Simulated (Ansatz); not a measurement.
## Electronic structure of Gd2Ge2Rh in real space

```xyz
20
Lattice="10.6903 0.0000 0.0000 0.0000 4.4006 0.0000 -4.7150 0.0000 9.3992" Properties=species:S:1:pos:R:3 pbc="T T T"
Gd    1.4671    0.0028    1.0821
Gd    6.8122    2.2031    1.0821
Gd   -0.8321    2.2031    8.3175
Gd    4.5131    0.0028    8.3175
Ge    1.6793    0.0033    4.1608
Ge    7.0245    2.2036    4.1608
Ge   -1.0436    2.2026    5.2388
Ge    4.3016    0.0022    5.2388
Ge    4.6079    0.0026    1.1121
Ge    9.9531    2.2029    1.1121
Ge   -3.9729    2.2033    8.2870
Ge    1.3723    0.0030    8.2870
Rh   -0.1748    0.0018    6.1744
Rh    5.1704    2.2021    6.1744
Rh    0.8096    2.2040    3.2248
Rh    6.1547    0.0037    3.2248
Gd   -1.4708    0.0025    3.1156
Gd    3.8744    2.2028    3.1156
Gd    2.1061    2.2031    6.2839
Gd    7.4513    0.0028    6.2839
```

Space group C2/m; built by placing these elements on a known structure type; computed pressure about −3 GPa in this cell; Hubbard U of 6.73 eV on Gd f only; spin-polarised.

Computed with Ansatz, DFT, PAW plane waves, PBE+U.

In a PAW calculation such maps are meaningful between the atoms, not at the nuclei.

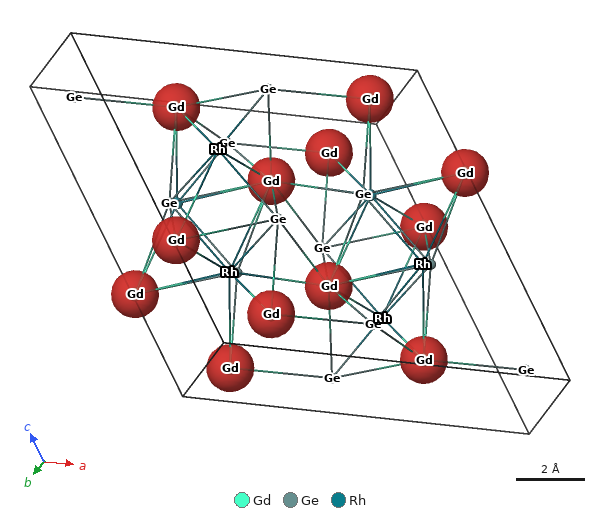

Figure 1. Isosurfaces of the spin density (up minus down) at +1 (red) and −1 e/Å³ (blue), seen at an oblique angle. Sticks mark near contacts.

Question: Describe the spin distribution.

Answer: The spin density sits on Gd: +7.1 μB (×8) in one cell of 20 atoms, with smaller moments on Ge (up to −0.05 μB) and Rh (up to −0.10 μB): parallel moments (a ferromagnetic arrangement) in this solution. The cell of the calculation (10 atoms) carries 28.8 μB of net spin moment. Only one sign reaches the isovalue.

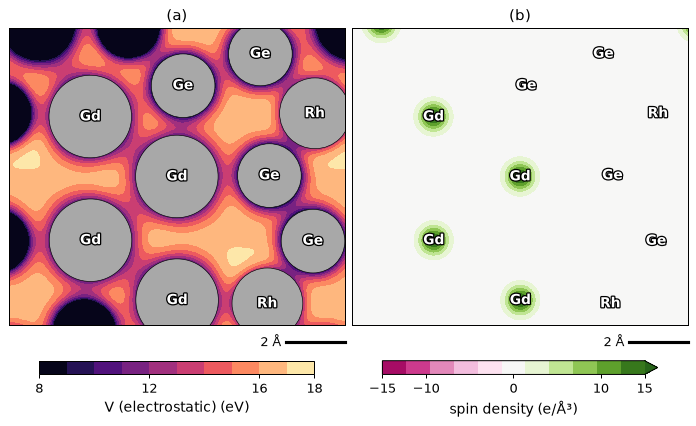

Figure 2. (a) electrostatic potential (local pseudopotential plus Hartree) felt by an electron; (b) magnetisation density (up minus down) on the (010) plane of the conventional cell. Grey discs cover the atomic cores in the potential map.

Question: What does the map show?

Answer:
- The plane passes through Gd, Ge and Rh nuclei.
- Outside the cores the potential energy rises away from the atoms and is highest about 1.9 Å from the nearest atoms; its zero is arbitrary.

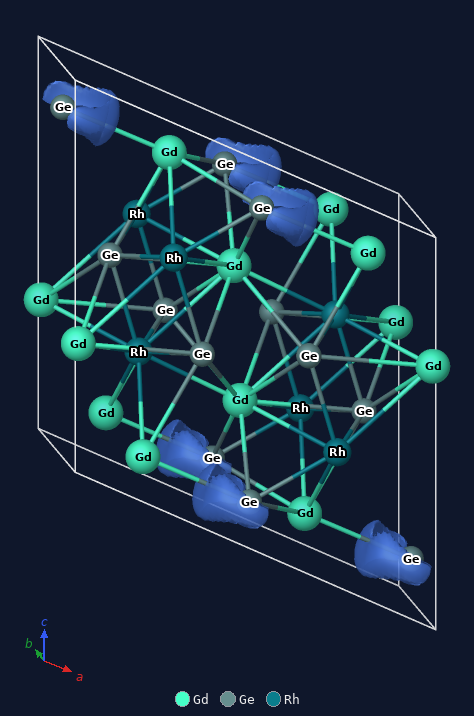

Figure 3. Isosurface of the electron localisation function at 0.65 (blue), seen slightly off an axis. Only the valence region is drawn (cores and ρ < 0.01 e/Å³ removed). Sticks mark near contacts.

Question: Where are the electrons localised?

Answer: At this value the surface marks out four lobes of the valence shell of Ge pointing towards Gd (polar bonds), counted in one cell of 20 atoms. Any copies at cell faces, edges or corners count once. Profiles from the grid: Ge–Rh (2.54 Å): the ELF is about 0.35 at the midpoint. Ge–Ge (2.67 Å): the ELF reaches about 0.60 near the midpoint.
